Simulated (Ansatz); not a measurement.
Partial pair distribution functions of a relaxed model of amorphous Ga24O37Li2, broadened by 0.06 Å; density 4.91 g/cm³. All values below come from PBE, scalar-relativistic without spin-orbit coupling (plane waves to 420 eV, PAW; Ansatz, an electronic-structure program).

A CHGNet melt-quench gave the starting glass, which DFT then relaxed. O atoms were pushed apart under 1.9 Å during the dynamics, to hinder bonds among them. The hot cell started wider than the set density and was brought back towards it in steps. It is the lowest in DFT energy of 2 quenches. It is a model cell: composition and starting density were chosen by hand, and all elements were melted together. No dispersion term was used. Its density started from a set value of 4.91 and ended at 4.91 g/cm³. The quench (nominally 280 K/ps over its main leg) was far faster than any real one, so the model tends to hold more defects than a real film. Values belong to this one cell and scatter from quench to quench. The volume was held where the preparation left it and the shape relaxed, at a PBE pressure of 0.5 GPa. Stress components on the final sampling reach 0.5 GPa.

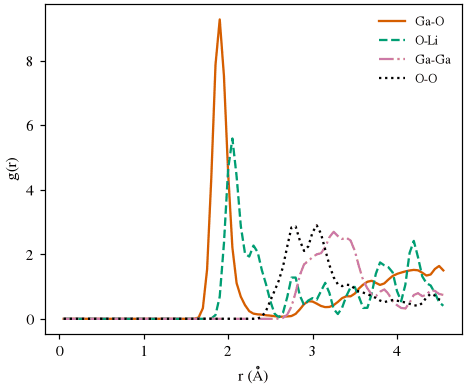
Figure: Partial pair distribution functions

Highest peaks under 4.5 Å: Ga-O near 1.90 Å, O-Li near 2.05 Å, Ga-Ga near 3.25 Å, O-O near 3.05 Å; pairs of few atoms are noisy.

Within 2.52 Å each Ga has 4.54 O neighbours on average.
